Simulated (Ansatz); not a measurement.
A structure file:

```cif
data_structure
_symmetry_space_group_name_H-M 'P 1'
_symmetry_Int_Tables_number 1
_cell_length_a 3.8060
_cell_length_b 3.8060
_cell_length_c 3.8060
_cell_angle_alpha 90.000
_cell_angle_beta 90.000
_cell_angle_gamma 90.000
_cell_volume 55.13
loop_
_atom_site_label
_atom_site_type_symbol
_atom_site_fract_x
_atom_site_fract_y
_atom_site_fract_z
_atom_site_occupancy
Rh1 Rh 0.00000 0.00000 0.00000 1
Rh2 Rh 0.00000 0.50000 0.50000 1
Rh3 Rh 0.50000 0.00000 0.50000 1
Rh4 Rh 0.50000 0.50000 0.00000 1
```

Describe what this structure looks like.

Answer. The element is rhodium. The symmetry is that of Fm-3m (No. 225), on a face-centred cubic lattice. This arrangement goes by the name face-centred cubic (Cu type). The cell holds four atoms. Rh is coordinated by twelve Rh in a cuboctahedral arrangement at 2.69 Å. The bonds build a three-dimensional framework.

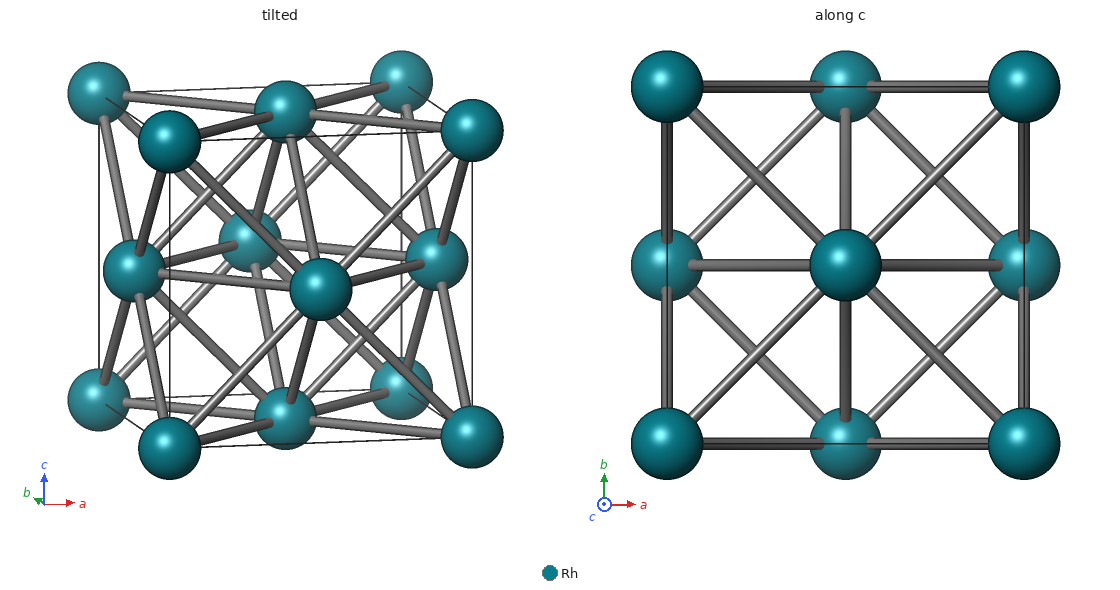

This ball-and-stick model is shown slightly off an axis and along the c axis. The frame is the conventional unit cell; atoms at its boundary are shown with their periodic copies.

The starting point was a structure listed in the Materials Project. Earlier steps of the study may have refined or changed the cell and positions. An electronic-structure calculation with Ansatz was run on it.

At this level of theory the cell isn't at rest (stretched, at -11 GPa), so its distances can differ from those at equilibrium, the more so the softer the solid.
